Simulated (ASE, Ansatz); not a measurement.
# Building H-capped Ge nanocrystal (sphere) with a Si core (154 atoms)

The cell is an input for a DFT calculation. Recipe: sphere of size parameter 7.41 Å cut from diamond-structure Ge (a = 5.658 Å), atoms with fewer than two neighbours dropped, broken bonds capped with H, 12 Å of vacuum, Ge replaced by Si within 3.71 Å of the centre.

A script for it:

build.py (ASE 3.29.0):

```python
import numpy as np
from ase import Atoms
from ase.build import bulk
from ase.neighborlist import neighbor_list

u = bulk('Ge', 'diamond', a=5.658, cubic=True)
full = u.repeat([6, 6, 6])
d = full.positions - np.array([3.625, 3.625, 3.625]) @ u.cell[:]
swap = {'Ge': 'Si'}
for a in full:
    if np.linalg.norm(d[a.index]) < 3.71: a.symbol = swap.get(a.symbol, a.symbol)
keep = np.linalg.norm(d, axis=1) < 7.41
# cap broken bonds with H: drop atoms with fewer than two neighbours, then put H along each missing bond
for _ in range(4):
    n = np.bincount(neighbor_list('i', full[keep], 2.82), minlength=keep.sum())
    keep[np.where(keep)[0][n < 2]] = False
i, j, D = neighbor_list('ijD', full, 2.82)
miss = keep[i] & ~keep[j]
bond = {'Si': 1.48, 'Ge': 1.53}
caps = [full.positions[a] + d / np.linalg.norm(d) * bond[full[a].symbol] for a, d in zip(i[miss], D[miss])]
atoms = full[keep] + Atoms('H' * len(caps), caps)
atoms.set_tags([0] * keep.sum() + [1] * len(caps))
atoms.set_cell([0, 0, 0]); atoms.center(vacuum=6); atoms.pbc = True
atoms.rattle(0.02, seed=30260)
atoms.wrap()
atoms.write('structure.xyz')
print(atoms.get_chemical_formula(), len(atoms), 'atoms; cell', atoms.cell.cellpar().round(3))
```

```console
$ python build.py
H72Ge68Si14 154 atoms; cell [26.497 26.497 26.497 90.    90.    90.   ]
```

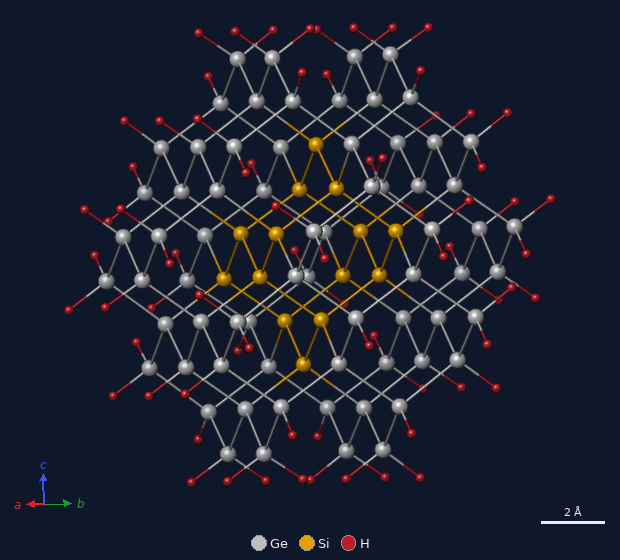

The cell, seen slightly off an axis (germanium light grey, silicon orange, hydrogen red).

The cell holds 154 atoms: 68 Ge, 14 Si and 72 H. Its edges and angles: a = 26.497 Å, b = 26.497 Å, c = 26.497 Å, α = 90.0°, β = 90.0°, γ = 90.0°. It derives from Ge (diamond-structure) and Si. Regions: crystal, 82 atoms (68 Ge and 14 Si); hydrogen, 72 atoms (72 H). Vacuum lies along a, b and c.

Bonds by pair of elements; cutoffs follow the first minimum of g(r), held within bounds set by covalent radii, and pairs that aren't listed don't count as bonded:

```tsv
pair A-B	cutoff (Å)	bonds	mean length (Å)	spread (Å)	shortest (Å)	B about A	A about B
H-Ge	1.94	72	1.53	0.027	1.48	1	1.06
Ge-Ge	2.88	90	2.45	0.028	2.39	2.65	2.65
Ge-Si	2.88	20	2.44	0.026	2.37	0.294	1.43
Si-Si	2.93	18	2.46	0.025	2.43	2.57	2.57
```

How many atoms have how many bonded neighbours:

```tsv
element	mean	1	4
Ge	4	0	68
H	1	72	0
Si	4	0	14
```

[Logs are printed without paths, hosts, clocks, repeated set-up lines and the standing remarks that a program may print on its own settings, such as how far it seeks lower states.]

[Hosts, paths, dates, database ids (printed as entryN), source tags and the programs' standing remarks are cut or masked in the printed files.]
